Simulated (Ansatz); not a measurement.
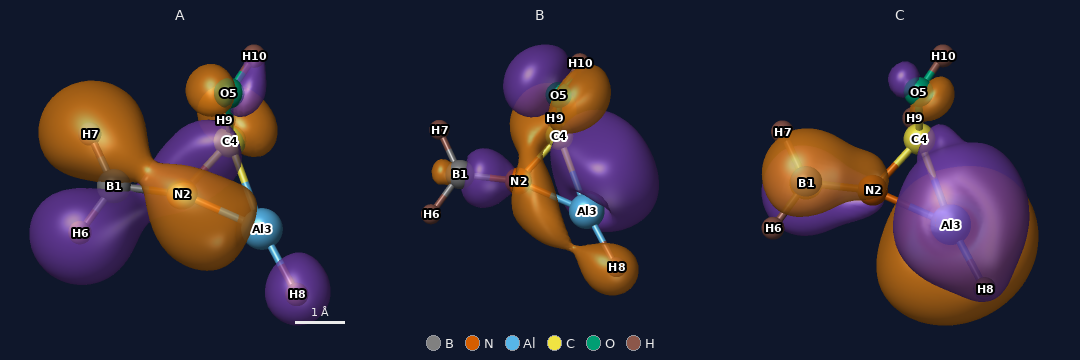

Figure 1: CH$_{5}$AlBNO (SMILES B[N]1[AlH][CH]1O). Three frontier orbitals at ±0.08 Å⁻³ᐟ² (orange and purple are the two phases), in no order.

These are results of Ansatz 0.2.0, RKS B3LYP-D4/def2-SVP, not measurements.

| atom | x (Å) | y (Å) | z (Å) |
| --- | --- | --- | --- |
| B | 0.2356 | 1.2856 | 0.9338 |
| N | -0.1470 | -0.0332 | 0.6409 |
| Al | -0.6294 | -1.7503 | 0.8180 |
| C | -0.3594 | -0.5841 | -0.7266 |
| O | 0.8483 | -0.6227 | -1.4419 |
| H | 0.3879 | 1.6125 | 2.0899 |
| H | 0.3844 | 2.0895 | 0.0399 |
| H | -0.7738 | -2.8610 | 1.9231 |
| H | -1.1548 | -0.0652 | -1.2905 |
| H | 0.6465 | -0.8131 | -2.3676 |

Which picture is the HOMO−1, the HOMO and the LUMO?

Answer. A is the HOMO−1 (−7.55 eV). It lies mainly on N2 (about 25 %), B1 (about 20 %), H7 (about 15 %), H6 (about 15 %), C4 (about 10 %) and Al3 (about 5 %). B is the HOMO (−5.88 eV). By Hirshfeld shares it lies mainly on C4 (about 25 %), O5 (about 25 %), Al3 (about 25 %) and N2 (about 10 %). C is the LUMO (−1.61 eV). By Hirshfeld shares it lies mainly on Al3 (about 70 %) and B1 (about 10 %).

What is the HOMO–LUMO gap?

Answer. 4.27 eV between the orbital energies.
